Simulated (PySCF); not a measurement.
Consider CH₃AlS (SMILES [CH3][Al+][S-]).

The calculation's input:

```
# [CH3][Al+][S-]
from pyscf import gto, dft

mol = gto.M(
    atom=[
    ('C', (-1.074536, -0.584683, 0.965293)),
    ('Al', (0.324829, 0.637192, 0.388955)),
    ('S', (1.771525, 1.900267, -0.207020)),
    ('H', (-2.064397, -0.218214, 0.648802)),
    ('H', (-1.076591, -0.682505, 2.062890)),
    ('H', (-0.920278, -1.584828, 0.529164)),
],
    basis='def2-tzvpd',
    charge=0,
    max_memory=3720,
    spin=0,
    verbose=3,
)

calc0 = dft.RKS(mol)
calc0.xc = 'pbe0'
calc0 = calc0.density_fit(auxbasis='def2-universal-jkfit')
calc0.grids.level = 3
calc0.max_cycle = 100
calc0.conv_tol = 1e-09
calc0.kernel()
if not calc0.converged:
    calc0 = calc0.newton().run(calc0.mo_coeff, calc0.mo_occ)

e_tot = calc0.e_tot
print(f'total energy: {e_tot:.8f} hartree')
grad = calc0.nuc_grad_method().kernel()
dip = calc0.dip_moment()
pop, q = calc0.mulliken_pop()
```

Launched as:

```sh
OMP_NUM_THREADS=2 python job.py
```

Geometry: B3LYP-D4/def2-SVP.

Theory: PySCF, Gaussian-basis quantum chemistry of an isolated molecule with PySCF, energy and nuclear gradient, functional PBE0.

**Predict the electron density and electron localisation function between the atoms.**

C–Al (1.95 Å): ρ is about 0.71 e/Å³ halfway; the ELF peaks at about 0.95 between the atoms, as expected for a polar covalent bond.
Al–S (2.01 Å): the density is about 0.81 e/Å³ at the midpoint; the ELF peaks at about 0.80 in the valence shell of S, 0.9 Å from its nucleus, and is about 0.75 at the midpoint.
C–H (1.10 Å): ρ at the midpoint is about 1.9 e/Å³; the ELF climbs to about 1 towards the hydrogen, as it does in any bond to H: a covalent bond by its length.

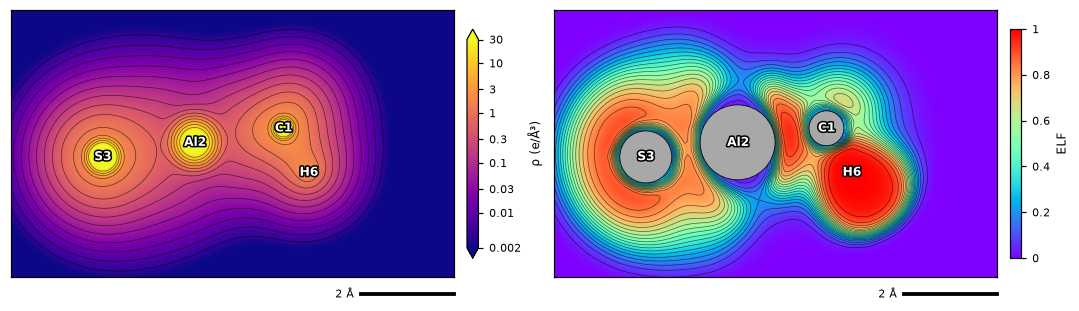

Computed electron density and electron localisation function on the plane of atoms Al2, C1 and H6, in this order. Grey discs cover the atomic cores in the ELF map. 
